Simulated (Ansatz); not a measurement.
# HF/def2-SVPD run of CHClFN (SMILES [H]/N=C(/F)Cl)

What is the vertical ionisation energy of CHClFN at HF/def2-SVPD? 

The results are computed with Ansatz 0.2.0.

84 further runs of the same task are left out: 84 set aside as unsound or not needed. Runs told in other sessions of the task aren't counted.

**1. Starting point**

The species is CHClFN (5 atoms), meant as a singlet with charge 0. SMILES: `[H]/N=C(/F)Cl`. The coordinates come from a PBE0-D4/def2-TZVP relaxation.

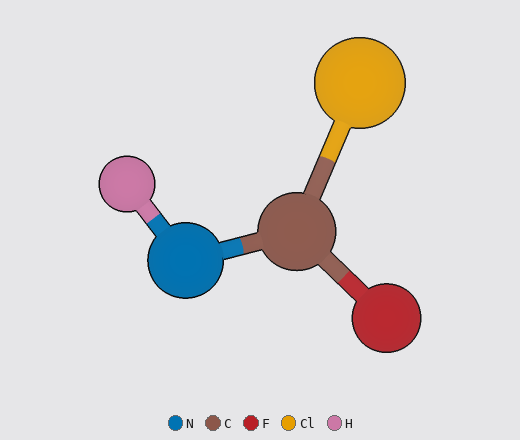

Viewed from a chosen angle; nitrogen blue, carbon brown, fluorine red, chlorine amber, hydrogen pink.

**2. The energy at HF/def2-SVPD**

input.yaml reads:

```yaml
crystal:
  periodic: [false, false, false]
  atoms:
    - symbol: N
      position_ang: [0.321100, 0.940500, 0.274400]
    - symbol: C
      position_ang: [0.137900, -0.274600, 0.128500]
    - symbol: F
      position_ang: [0.810300, -1.157400, 0.832100]
    - symbol: Cl
      position_ang: [-0.953500, -1.081700, -0.943200]
    - symbol: H
      position_ang: [-0.266000, 1.499600, -0.333300]
basis:
  gaussian:
    orbitals: def2-SVPD
hamiltonian:
  xc: hf
accuracy: high
output:
  orbitals: {seedname: orbitals}
```

The run is started by

```
$ ansatz run input.yaml --threads 1 --pin off --max-ram 2610MiB --events-out events.jsonl --progress --plain --runs-dir runs
```

The log of the run:

```text
Warning: RAYON_NUM_THREADS=1 ignored (pool sized by the plan → 1); use --threads N
Functional definition: HF
  name "HF"
  exchange = exact_x
  correlation = 0
1950 factors; integrals over basis functions are off by at most 3.7e-9 eV
mean field evaluation 1: about -17725.7838 eV, gradient 3.9e1 eV
mean field evaluation 2: about -17725.7879 eV, gradient 3.9e1 eV
mean field evaluation 4: about -17729.0494 eV, gradient 3.0e0 eV
mean field evaluation 8: about -17729.1142 eV, gradient 2.1e-1 eV
mean field -17729.11453849 eV, -651.5329420639 hartree, gradient 2.8e-8 eV, S^2 0.000000; 0 other end points of the search recorded, 0 dependent functions left out
reference -17729.11453849 eV, -651.5329420639 hartree; 20, 20 occupied and 78, 78 virtual orbitals, 1950 factors
Total energy: -17729.11453849 eV, -651.5329420639 hartree
```

Wall time 3.6 s (1 thread of Arm Neoverse V1, shared host); peak memory 0.26 GiB.

**3. The doublet cation**

job.yaml reads:

```yaml
crystal:
  periodic: [false, false, false]
  atoms:
    - symbol: "N"
      position_ang: [0.321100, 0.940500, 0.274400]
    - symbol: C
      position_ang: [0.137900, -0.274600, 0.128500]
    - symbol: F
      position_ang: [0.810300, -1.157400, 0.832100]
    - symbol: Cl
      position_ang: [-0.953500, -1.081700, -0.943200]
    - symbol: H
      position_ang: [-0.266000, 1.499600, -0.333300]
basis:
  gaussian: {orbitals: def2-SVPD}
total_charge: 1
magnetization: {spin_polarized: true, initial_magnetization: 1}
hamiltonian: {xc: hf}
accuracy: high
output: {orbitals: {seedname: orbitals}}
```

The run is started by

```
$ ansatz run job.yaml --threads 1 --pin off --max-ram 2610MiB --events-out events.jsonl --progress --plain --runs-dir runs
```

The log of the run:

```text
Warning: RAYON_NUM_THREADS=1 ignored (pool sized by the plan → 1); use --threads N
Functional definition: HF
  name "HF"
  exchange = exact_x
  correlation = 0
1950 factors; integrals over basis functions are off by at most 3.7e-9 eV
mean field evaluation 1: about -17712.7944 eV, gradient 3.3e1 eV
mean field evaluation 2: about -17712.7998 eV, gradient 3.3e1 eV
mean field evaluation 4: about -17717.3909 eV, gradient 3.6e0 eV
mean field evaluation 8: about -17718.2522 eV, gradient 2.3e0 eV
mean field evaluation 16: about -17718.5347 eV, gradient 4.2e-6 eV
mean field evaluation 32: about -17717.9729 eV, gradient 2.7e0 eV
mean field evaluation 64: about -17718.0433 eV, gradient 3.8e-1 eV
mean field evaluation 96: about -17718.0779 eV, gradient 4.6e-1 eV
mean field -17718.53465905 eV, -651.1441386660 hartree, gradient 1.9e-8 eV, S^2 0.808254; 2 other end points of the search recorded, 0 dependent functions left out
reference -17718.53465905 eV, -651.1441386660 hartree; 20, 19 occupied and 78, 79 virtual orbitals, 1950 factors
Total energy: -17718.53465905 eV, -651.1441386660 hartree
```

Wall time 11 s (1 thread of Arm Neoverse V1, shared host); peak memory 0.33 GiB.

**4. Summary of results**

Level: HF/def2-SVPD.

| quantity | value |
| --- | --- |
| singlet CHClFN: total energy | -651.53294 Eh |
| singlet CHClFN: HOMO energy | -12.47 eV |
| singlet CHClFN: LUMO energy | 2.56 eV |
| singlet CHClFN: HOMO–LUMO gap | 15.02 eV |
| doublet cation: total energy | -651.14414 Eh |
| doublet cation: HOMO energy (highest over α and β) | -19.63 eV |
| doublet cation: LUMO energy (lowest over α and β) | -8.32 eV |
| doublet cation: ⟨S²⟩ | 0.808 |
| vertical ionisation energy (to the doublet cation) | 10.580 eV |

What this shows: The vertical ionisation energy comes to 10.58 eV (244 kcal/mol). −ε(HOMO) before ionisation, 12.47 eV, is 1.89 eV above this ionisation energy.
